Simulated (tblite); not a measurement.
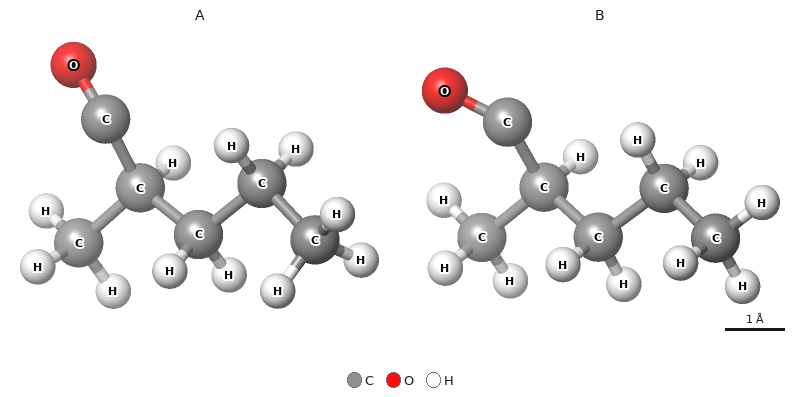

Two geometries of C6H11O (multiplicity 2), drawn at one scale. One is the start of a relaxation, the other its converged end. Style: ball-and-stick. Shown at a tilt.

The calculation used GFN2-xTB geometry optimisation, gas phase (tblite 0.8.0). 

### Which one is relaxed?

Structure B is the relaxed one. Over 109 geometry steps the energy falls by 11.3 kcal/mol. The atom that moves furthest after the best rigid fit is the O atom (0.85 Å). By element the largest moves are O 0.85 Å, H 0.81 Å, C 0.24 Å. Near-neighbour distances that change, for instance: C–O 1.222 → 1.190 Å, C–H 1.117 → 1.092 Å, C–C 1.510 → 1.534 Å, C–C 1.475 → 1.491 Å. Among the angles between lasting bonds that change: C–C–O 123.0° → 132.3°, H–C–H 114.1° → 108.3°, C–C–C 105.9° → 111.7°. Groups turn about C–C by about 50°, C–C by about 30°.
